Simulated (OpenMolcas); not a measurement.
# Run report: Cr²⁺ complex, multiconfigurational calculation (part 2 of 2)

Continued. System: Cr²⁺ with 6 ligands (F; octahedron, 2.076 Å), embedded in LiF by model potentials and point charges, whose field is part of the energies. Method: state-averaged CASSCF, active space 4 electrons in the shell 3d, basis ANO-RCC-VTZP on the metal and ANO-RCC-VDZP on the ligands, DKH2 scalar Hamiltonian, spin-orbit coupling by RASSI with atomic mean-field integrals (OpenMolcas).

### Output (extracts), continued
```
--- RASSI ---
SPIN-FREE ENERGIES:
  (Shifted by EMIN (a.u.) =      -1649.8718855738)

 SF State       Relative EMIN(au)   Rel lowest level(eV)    D:o, cm**(-1)

     1             0.0000000000        0.0000000000              0.0000
     2             0.0000000000        0.0000000000              0.0000
     3             0.0483636637        1.3160423345          10614.5973
     4             0.0483636637        1.3160423345          10614.5973
     5             0.0483636637        1.3160423345          10614.5973
     6             0.0515256749        1.4020850425          11308.5785
     7             0.0515256749        1.4020850425          11308.5785
     8             0.0515256749        1.4020850425          11308.5785
     9             0.0907644715        2.4698270905          19920.4989
    10             0.0907644715        2.4698270905          19920.4989
    11             0.0934608995        2.5432006362          20512.2965
    12             0.0934608995        2.5432006362          20512.2965
    13             0.0934608995        2.5432006362          20512.2965
    51             0.0969539882        2.6382524208          21278.9408
    52             0.0969539882        2.6382524208          21278.9408
    53             0.0969539882        2.6382524208          21278.9408
    14             0.0971182048        2.6427209830          21314.9822
    15             0.0971182048        2.6427209830          21314.9822
    16             0.0971182048        2.6427209830          21314.9822
    54             0.1018801905        2.7723012146          22360.1173
    55             0.1018801905        2.7723012146          22360.1173
    17             0.1065488827        2.8993428007          23384.7767
    18             0.1083956239        2.9495951897          23790.0896
    56             0.1249172603        3.3991718189          27416.1697
    19             0.1254220700        3.4129083904          27526.9626
    20             0.1254220700        3.4129083904          27526.9626
    22             0.1347438118        3.6665659081          29572.8484
    23             0.1347438118        3.6665659081          29572.8484
    21             0.1347438118        3.6665659081          29572.8484
    57             0.1354615180        3.6860956888          29730.3667
    58             0.1358316208        3.6961666974          29811.5949
    59             0.1358316208        3.6961666974          29811.5949
    60             0.1358316208        3.6961666974          29811.5949
    25             0.1422452484        3.8706903949          31219.2234
    26             0.1422452484        3.8706903949          31219.2234
    24             0.1422452484        3.8706903949          31219.2234
    61             0.1439071123        3.9159120176          31583.9604
    62             0.1439071123        3.9159120176          31583.9604
    63             0.1439071123        3.9159120176          31583.9604
    27             0.1480223738        4.0278939853          32487.1559
Eigenvalues of complex Hamiltonian:
   -----------------------------------
  (Shifted by EMIN (a.u.) =      -1649.8718855738)

 SO State       Relative EMIN(au)   Rel lowest level(eV)    D:o, cm**(-1)

     1            -0.0001061577        0.0000000000              0.0000
     2            -0.0000832861        0.0006223705              5.0198
     3            -0.0000832861        0.0006223705              5.0198
     4            -0.0000832861        0.0006223705              5.0198
     5            -0.0000605170        0.0012419493             10.0170
     6            -0.0000605170        0.0012419493             10.0170
     7            -0.0000399892        0.0018005370             14.5223
     8            -0.0000399892        0.0018005370             14.5223
     9            -0.0000399892        0.0018005370             14.5223
    10            -0.0000194308        0.0023599599             19.0344
    11             0.0477882553        1.3032733718          10511.6086
    12             0.0477882553        1.3032733718          10511.6086
    13             0.0477882553        1.3032733718          10511.6086
    14             0.0477898619        1.3033170916          10511.9613
    15             0.0477898619        1.3033170916          10511.9613
    16             0.0477898619        1.3033170916          10511.9613
    17             0.0477913912        1.3033587038          10512.2969
    18             0.0485941813        1.3252037362          10688.4890
    19             0.0485941813        1.3252037362          10688.4890
    20             0.0485941813        1.3252037362          10688.4890
    21             0.0485958397        1.3252488622          10688.8529
    22             0.0485958397        1.3252488622          10688.8529
    23             0.0491182696        1.3394649064          10803.5131
    24             0.0491182696        1.3394649064          10803.5131
    25             0.0491182696        1.3394649064          10803.5131
    26             0.0506840971        1.3820732416          11147.1725
    27             0.0511249088        1.3940683402          11243.9194
    28             0.0511249088        1.3940683402          11243.9194
    29             0.0511249088        1.3940683402          11243.9194
    30             0.0518583356        1.4140258993          11404.8880
    31             0.0518583356        1.4140258993          11404.8880
    32             0.0518583356        1.4140258993          11404.8880
    33             0.0518835434        1.4147118382          11410.4205
    34             0.0518835434        1.4147118382          11410.4205
    35             0.0906248590        2.4689167409          19913.1565
    36             0.0906248590        2.4689167409          19913.1565
    37             0.0906248590        2.4689167409          19913.1565
    38             0.0907138736        2.4713389510          19932.6929
    39             0.0907138736        2.4713389510          19932.6929
    40             0.0907138736        2.4713389510          19932.6929
    41             0.0922004131        2.5117897513          20258.9506
Weights of the five most important spin-orbit-free states for each spin-orbit state.

 SO State  Total energy (au)           Spin-free states, spin, and weights
 -------------------------------------------------------------------------------------------------------
    1        -0.000106       2 2.0  0.4991    1 2.0  0.4991    6 1.0  0.0003    8 1.0  0.0003    7 1.0  0.0003
    2        -0.000083       2 2.0  0.8170    1 2.0  0.1817    5 2.0  0.0004    8 1.0  0.0003    6 1.0  0.0002
    3        -0.000083       1 2.0  0.8740    2 2.0  0.1246    3 2.0  0.0005    6 1.0  0.0003    7 1.0  0.0003
    4        -0.000083       2 2.0  0.5563    1 2.0  0.4423    4 2.0  0.0004    8 1.0  0.0003    7 1.0  0.0002
    5        -0.000061       1 2.0  0.4995    2 2.0  0.4995    8 1.0  0.0002    3 2.0  0.0002    7 1.0  0.0002
    6        -0.000061       1 2.0  0.4995    2 2.0  0.4995    6 1.0  0.0002    4 2.0  0.0002    7 1.0  0.0001
    7        -0.000040       2 2.0  0.8747    1 2.0  0.1247    6 1.0  0.0001    7 1.0  0.0001    5 2.0  0.0001
    8        -0.000040       2 2.0  0.5873    1 2.0  0.4122    8 1.0  0.0001    7 1.0  0.0001    3 2.0  0.0001
    9        -0.000040       1 2.0  0.9623    2 2.0  0.0372    6 1.0  0.0001    8 1.0  0.0001    3 2.0  0.0001
   10        -0.000019       1 2.0  0.4999    2 2.0  0.4999   36 1.0  0.0000   37 1.0  0.0000   35 1.0  0.0000
   11         0.047788       5 2.0  0.5375    4 2.0  0.2623    3 2.0  0.1997   13 1.0  0.0001   12 1.0  0.0001
   12         0.047788       4 2.0  0.5368    5 2.0  0.2624    3 2.0  0.2002   13 1.0  0.0001   11 1.0  0.0001
```

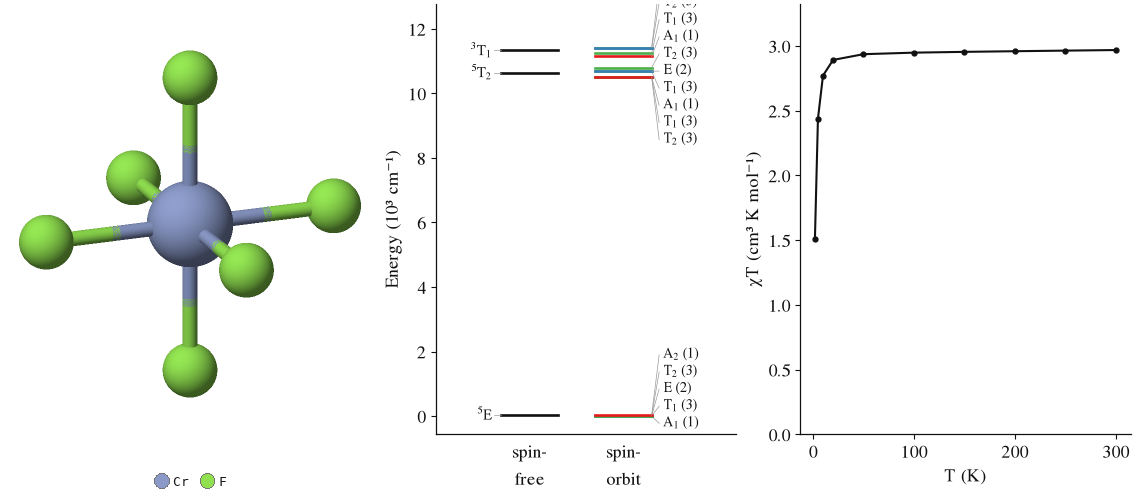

Cr²⁺ (3d⁴) as a dopant in LiF, a cluster with its 6 nearest F⁻ at 2.076 Å (octahedron) embedded in model potentials and point charges; the geometry was set, not optimised, and its levels and susceptibility. Labels give the representation in O, Td, D4 or D3 as the site allows (double group for half-integer spin) where it could be assigned and, in brackets, the degeneracy; spin-free states, where drawn, share the zero of the spin-orbit levels. Powder susceptibility by Van Vleck's formula. The ground level is A₁, non-degenerate, 100 % from states of spin multiplicity 5. The next level lies at 5.0 cm⁻¹ (T₁). The lowest spin-free state is ⁵E, from the free-ion D term; of the same spin there follows at 10,600 cm⁻¹ (⁵T₂) above it. χT is 1.51 cm³ K mol⁻¹ at 2 K and 2.97 at 300 K, an effective moment of 4.87 μB. The active orbitals hold 94 to 97 % metal character (Löwdin), and the Mulliken charge of the metal is +1.42.

### Input file
```
&GATEWAY
Basis set
Cr.ANO-RCC-VTZP.
Cr1 0.0 0.0 0.0 Angstrom
End of basis
Basis set
F.ANO-RCC-VDZP.
L1 2.076000 0.000000 0.000000 Angstrom
L2 0.000000 2.076000 0.000000 Angstrom
L3 0.000000 0.000000 2.076000 Angstrom
End of basis
Basis set
Li.EMB-AIMP.Seijo.0s.0s.ECP.LiF.
PseudoCharge
* 67 symmetry-unique lattice sites within 7.6 angstrom
End of basis
Basis set
F.EMB-AIMP.Seijo.0s.0s.ECP.LiF.
PseudoCharge
* 55 symmetry-unique lattice sites within 7.6 angstrom
End of basis
Symmetry
XYZ
AngMom=0.0 0.0 0.0
AMFI
RICD
XField
973 Angstrom 0
* Evjen-weighted lattice charges
&SEWARD
&RASSCF
FileOrb=start.orb
Symmetry=1
Spin=5
nActEl=4 0 0
Inactive=18 21
Ras2=5 0
CIRoot=5 5 1
SDav=5
CIMx=300
Iter=150 100
PrWF=0.3
OrbListing=Nothing
MaxOrb=0
LevShft=1.0
>>> COPY $Project.JobIph JOB001
&RASSCF
FileOrb=start.orb
Symmetry=1
Spin=3
nActEl=4 0 0
Inactive=18 21
Ras2=5 0
CIRoot=45 45 1
SDav=45
CIMx=300
Iter=150 100
PrWF=0.3
OrbListing=Nothing
MaxOrb=0
LevShft=1.0
>>> COPY $Project.JobIph JOB002
&RASSCF
FileOrb=start.orb
Symmetry=1
Spin=1
nActEl=4 0 0
Inactive=18 21
Ras2=5 0
CIRoot=50 50 1
SDav=50
CIMx=300
Iter=150 100
PrWF=0.3
OrbListing=Nothing
MaxOrb=0
LevShft=1.0
>>> COPY $Project.JobIph JOB003
&RASSI
NrOfJobIphs=3 5 45 50
1 2 3 4 5
1 2 3 4 5 6 7 8 9 10 11 12 13 14 15 16 17 18 19 20 21 22 23 24 25 26 27
28 29 30 31 32 33 34 35 36 37 38 39 40 41 42 43 44 45
1 2 3 4 5 6 7 8 9 10 11 12 13 14 15 16 17 18 19 20 21 22 23 24 25 26 27
28 29 30 31 32 33 34 35 36 37 38 39 40 41 42 43 44 45 46 47 48 49 50
IphNames
JOB001
JOB002
JOB003
EJob
SpinOrbit
DIPRint=1.0
SOCoupling=1000.0
Subsets=2
Property=9
'ANGMOM' 1 'ANGMOM' 2 'ANGMOM' 3 'MLTPL  1' 1 'MLTPL  1' 2 'MLTPL  1' 3
'AMFI' 1 'AMFI' 2 'AMFI' 3
SOProperty=3
'ANGMOM' 1 'ANGMOM' 2 'ANGMOM' 3
```

The file start.orb holds starting orbitals from an earlier step. A driver script formed the levels outside the program, from RASSI's spin-orbit matrix and the active-space energies, averaged over the components of each term or state.

Launched with:
```bash
OMP_NUM_THREADS=1 MOLCAS_MEM=2457 MOLCAS_PROJECT=a pymolcas a.inp > a.log  # once for each step of the input, in one work folder
```

### Results in brief

| quantity | value |
| --- | --- |
| outcome | converged |
| energy of the lowest spin-free term | −1649.87189 hartree |
| energy of the lowest spin-orbit level | −1649.87199 hartree |
| largest spread among components of a term | 0.0 cm⁻¹ |
| hardware | 1 thread of Arm Neoverse V1, 24 GiB of memory available, shared host |
| wall time | 51 s |
| peak memory | 0.2 GiB |

### Remarks

Without dynamic correlation the splittings between terms come out too large, often by 20 to 50 %. Limits: orbital doublet at a regular site, Jahn-Teller distortion not allowed for; small active space favours high spin, ground spin may be wrong; the geometry is set by hand, with no relaxation.
